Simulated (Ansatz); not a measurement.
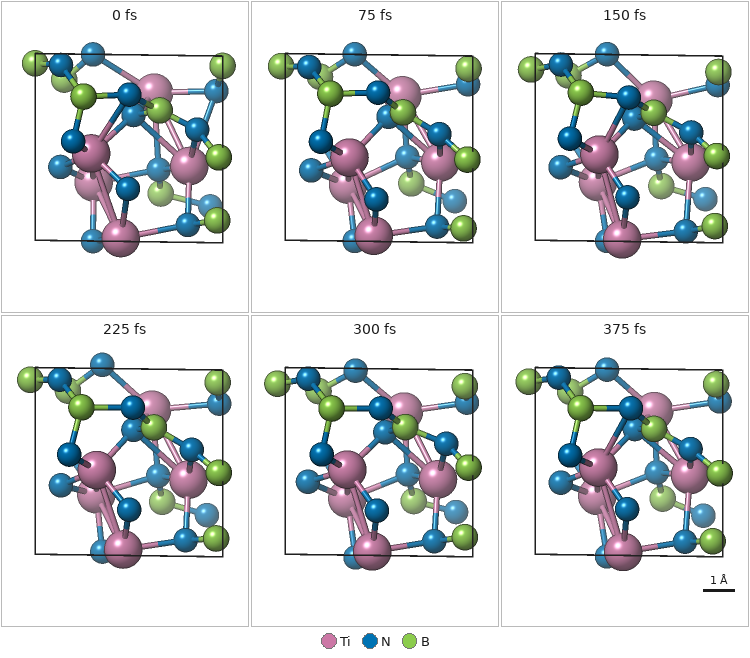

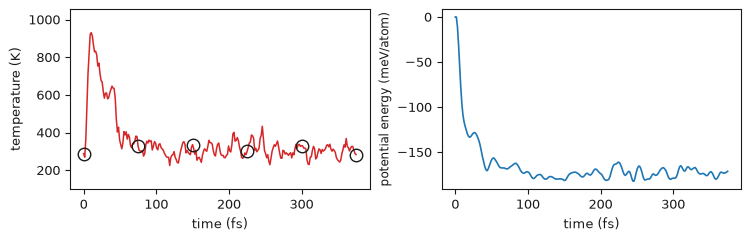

First-principles dynamics of an amorphous cell of composition Ti$_{5}$B$_{7}$N$_{12}$ (24 atoms in the cell), 375 fs long. It starts from the last geometry of an earlier run, with fresh velocities. Frames and the history of the run. The picture is a ball-and-stick view of the simulation cell, seen along the a axis. Bonds to atoms that aren't drawn are left out.

The calculation used Ansatz, DFT PBE, scalar-relativistic, plane waves, PAW. Settings: plane-wave cutoff 420 eV; k-point mesh 1 × 1 × 1; Fermi-Dirac smearing 0.05 eV; set temperature 300 K; time step 1.5 fs.

The input:
```yaml
crystal:
  lattice:
    - [6.063779, -0.143741, 0.140335]
    - [-0.143741, 6.18717, -0.047069]
    - [0.140335, -0.047069, 6.164055]
  atoms:
    - { symbol: Ti, position: [0.2421287153, 0.3113166112, 0.3141611469] }
    - { symbol: Ti, position: [0.7275323516, 0.2979371047, 0.4688678279] }
    - { symbol: Ti, position: [0.4995785943, 0.8217924072, 0.4088132087] }
    - { symbol: Ti, position: [0.252737893, 0.6336273964, 0.7990031562] }
    - { symbol: Ti, position: [0.6296578124, 0.4558133008, 0.0180132119] }
    - { symbol: "N", position: [0.7831757657, 0.8634453069, 0.6043677841] }
    - { symbol: "N", position: [0.6379133034, 0.8139920668, 0.0933813792] }
    - { symbol: "N", position: [0.3376999845, 0.3078417034, 0.9992775122] }
    - { symbol: "N", position: [0.5575174823, 0.5242528415, 0.6779314269] }
    - { symbol: "N", position: [0.4475530803, 0.1336615941, 0.3942304263] }
    - { symbol: "N", position: [0.9473204371, 0.5013221668, 0.786567947] }
    - { symbol: "N", position: [0.3590856284, 0.9661476467, 0.8123373406] }
    - { symbol: "N", position: [0.7801501819, 0.1370871434, 0.9403592771] }
    - { symbol: "N", position: [0.9061816203, 0.4943626492, 0.2818826869] }
    - { symbol: "N", position: [0.2414371962, 0.6580738516, 0.3871362429] }
    - { symbol: "N", position: [0.9986473708, 0.2019002057, 0.5325834718] }
    - { symbol: "N", position: [0.0375123989, 0.9334752718, 0.1941237464] }
    - { symbol: B, position: [0.7656514801, 0.6639365245, 0.7044246356] }
    - { symbol: B, position: [0.0468094963, 0.6693485962, 0.259524529] }
    - { symbol: B, position: [0.8320065828, 0.9706277186, 0.119719567] }
    - { symbol: B, position: [0.9599201212, 0.9788962907, 0.4572479988] }
    - { symbol: B, position: [0.2219337023, 0.1540452273, 0.8624499724] }
    - { symbol: B, position: [0.9944583111, 0.2573117689, 0.7729607926] }
    - { symbol: B, position: [0.569453527, 0.9991259222, 0.9474647616] }
  symmetry: { detect: false }
basis:
  ecutwfc: 420
  xc_grid: 1
kpoints:
  mp_grid: { grid: [1, 1, 1], shift: [0.25, 0.25, 0.25] }
hamiltonian:
  xc: pbe
scf:
  occupations: { method: fermi_dirac, width: 0.05 }
  lower_state_search: "off"
  convergence: { dr2_threshold: 1.0e-05 }
output:
  forces: true
  stress: true
md:
  timestep: 1.5
  n_steps: 250
  ensemble: nvt_langevin
  friction: 0.03
  temperature: 300.0
  initial_velocities: maxwell_boltzmann
  seed: 10844
```

Command:
```bash
ansatz run input.yaml --threads 2 --pin off --max-ram 5120MiB --backend cpu --events-out ev --progress --plain --runs-dir out
```

What do the frames and curves show?

Answer. The mean temperature in the second half is 308 K (standard deviation 37 K). The potential energy in the second half lies on average 173 meV per atom below the first frame. The first frame is far from relaxed (forces up to 4.6 eV/Å), so much of the motion is the structure settling. The mean pressure there is −1.8 GPa. In the second half of the run the atoms are, in the root-mean-square, this far from where they began (common drift taken out): N 0.23 Å, B 0.22 Å, Ti 0.20 Å. That is small against the typical shortest distance between atoms in the first frame, about 1.5 Å: the atoms vibrate about their sites and the arrangement holds.

Limits of the set-up: the cell has an odd number of electrons but was run without spin polarisation; the periodic images lie only 6.1 Å apart, so the values are limited by the cell's size.

The run took 4.3 min on 2 threads of Arm Neoverse V2, on a shared host, peak memory 0.45 GiB.
